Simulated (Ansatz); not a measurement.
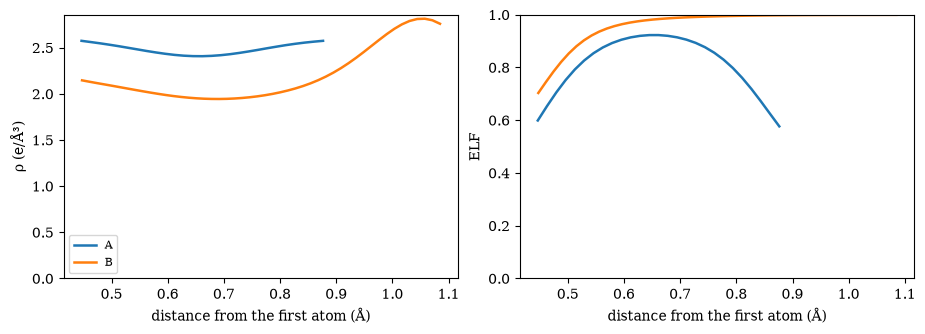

Figure 1: C2H4 (SMILES C=C). Total electron density and ELF along straight lines between neighbouring atoms. The curves leave out the atomic cores.

Geometry: PBE0-D4/def2-TZVP.

The calculation used RKS PBE0-D4/def2-TZVPP (Ansatz 0.2.0).

```yaml
atoms:
  - { symbol: C, position_ang: [-0.0874, -0.6399, -0.1428] }
  - { symbol: C, position_ang: [0.0875, 0.6399, 0.1428] }
  - { symbol: H, position_ang: [0.0320, -1.4127, 0.6089] }
  - { symbol: H, position_ang: [-0.3574, -0.9691, -1.1405] }
  - { symbol: H, position_ang: [-0.0321, 1.4127, -0.6089] }
  - { symbol: H, position_ang: [0.3575, 0.9691, 1.1405] }
```

Which curve belongs to which contact (C–C and C–H)? The first atom named is at distance zero.

Curve A: C–C (1.32 Å): ρ is about 2.4 e/Å³ halfway; the ELF peaks at about 0.90 between the atoms: a multiple bond. Curve B: C–H (1.08 Å): ρ at the midpoint is about 2 e/Å³; the ELF climbs to about 1 towards the hydrogen, as it does in any bond to H: an ordinary covalent bond to hydrogen.
